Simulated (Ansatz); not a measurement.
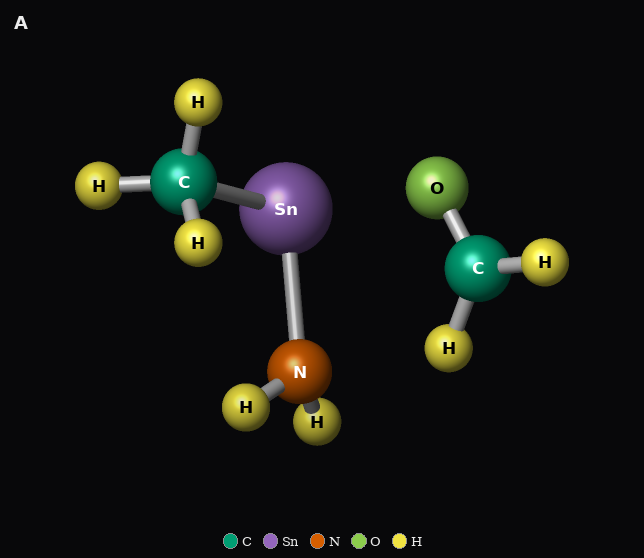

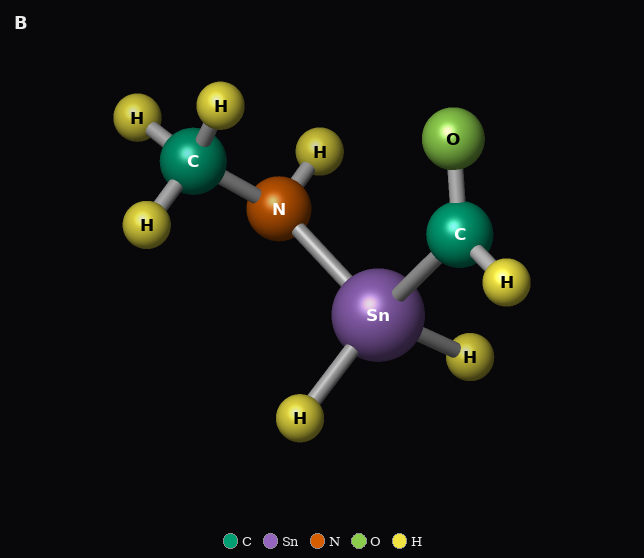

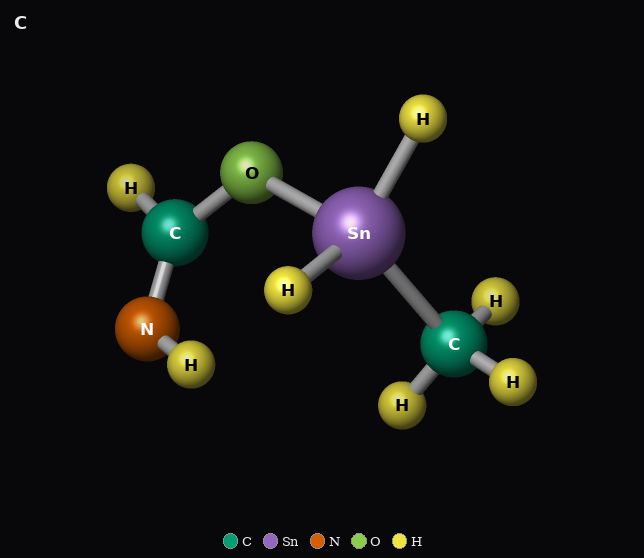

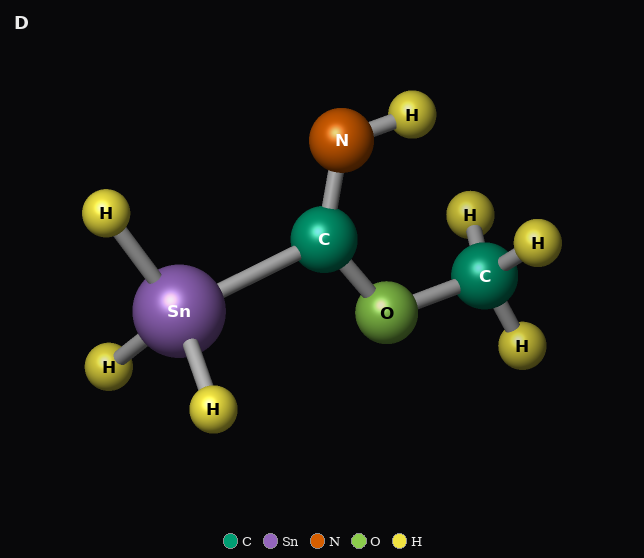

4 stationary structures of one formula. Geometries: PBE0-D4/def2-TZVP. Electronic energies: CCSD(T)/CBS (MP2 limit from def2-TZVPP and def2-QZVPP plus CCSD(T) − MP2) (Ansatz 0.2.0), without zero-point energy. No frequency run is at hand to confirm each as a minimum. Each is one conformer, not always the lowest.

### Which is lowest in energy, and by how much?

A is lowest; C lies 10.8 kJ/mol above it, B lies 133.8 kJ/mol above it, D lies 143.5 kJ/mol above it.
